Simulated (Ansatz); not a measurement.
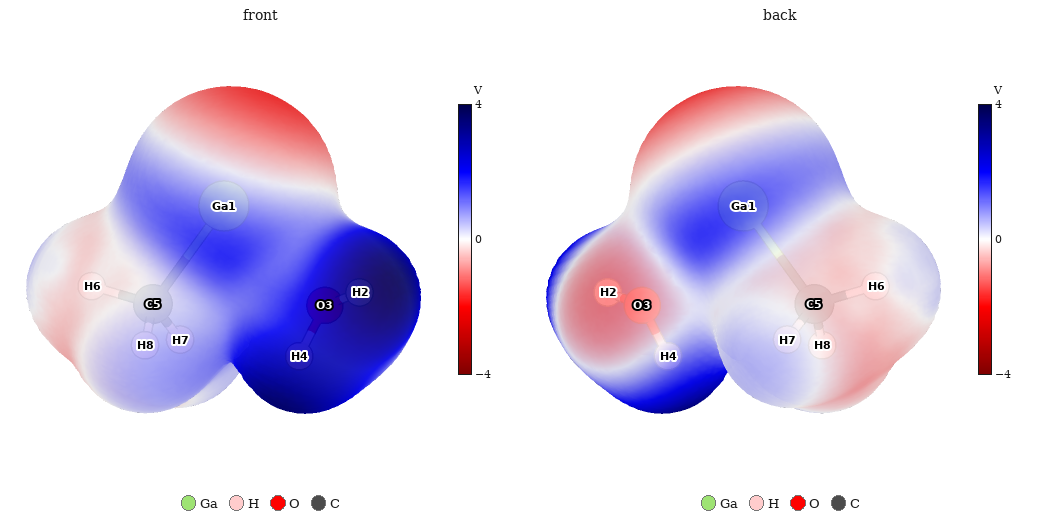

Figure. CH$_{3}$Ga···H$_{2}$O. The molecular electrostatic potential painted on the density surface at 0.004 e/bohr³, seen from the front and from behind; the colour scale runs from red (negative) to blue (positive).

Theory: Ansatz, RKS PBE-D4/def2-SVP.

```json
{"atom": "Ga", "x (Å)": "-0.9579", "y (Å)": "-0.6216", "z (Å)": "1.1033"}
{"atom": "H", "x (Å)": "1.9004", "y (Å)": "-0.2187", "z (Å)": "0.9509"}
{"atom": "O", "x (Å)": "1.1752", "y (Å)": "0.2666", "z (Å)": "0.5130"}
{"atom": "H", "x (Å)": "1.3190", "y (Å)": "0.1379", "z (Å)": "-0.4455"}
{"atom": "C", "x (Å)": "-1.4257", "y (Å)": "-0.1922", "z (Å)": "-0.8776"}
{"atom": "H", "x (Å)": "-2.4892", "y (Å)": "-0.4086", "z (Å)": "-1.1207"}
{"atom": "H", "x (Å)": "-1.2434", "y (Å)": "0.8820", "z (Å)": "-1.1139"}
{"atom": "H", "x (Å)": "-0.8053", "y (Å)": "-0.7972", "z (Å)": "-1.5817"}
```

Where is the surface potential most negative and most positive?

The most negative region (about −1.5 V) lies over Ga1, the most positive (about +3.6 V) over H2.
